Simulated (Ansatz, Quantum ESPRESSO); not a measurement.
# Predicting the next point of a tunnelling series: vacuum gaps between two Nb(110) faces

How the rows were computed: Quantum ESPRESSO 7.5 (pw.x, pwcond.x), PBE, GBRV ultrasoft; geometry as built. T is the transmission per spin at the Fermi level, averaged over the mesh across the current, in a cell of 7.79 Å². The series steps the width of the vacuum gap.

```
width (Å)      T
        4  0.462
        5  0.285
        6  0.114
```

One more run was made and is withheld. What is T at 7 Å?

By hand: In the tunnelling regime ln T falls linearly. The last two rows give a slope of ln(0.285/0.114)/(6 − 5) = 0.916 per Å, so T(7) ≈ 0.114 × exp(−0.916 × 1) = 0.0456.

What the calculation gave: T = 0.0371; the estimate is 1.23 times that. The slope over the last interval is 1.119: steeper than before. Points of the mesh with over 2.5 times the mean carry 80 % of this T, and one passes 0.65: resonant or open transport, which no single decay describes. A second code, Ansatz 0.2.0, gives 0.0329.

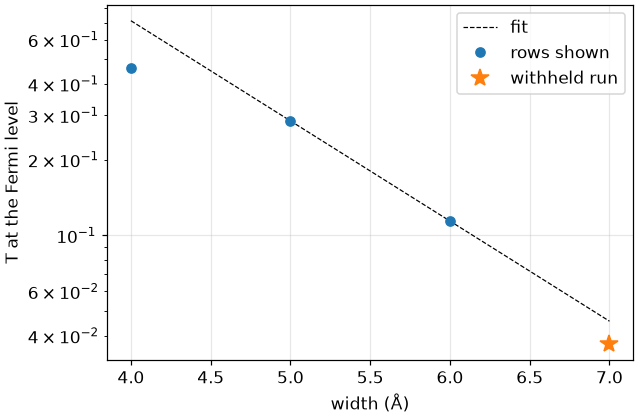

The rows shown, the fit and the withheld run.

**Limits.** Short leads, unrelaxed atoms, a barrier without the image potential and an untested mesh.

[Logs are printed without paths, hosts, clocks, repeated set-up lines and the standing remarks that a program may print on its own settings, such as how far it seeks lower states.]
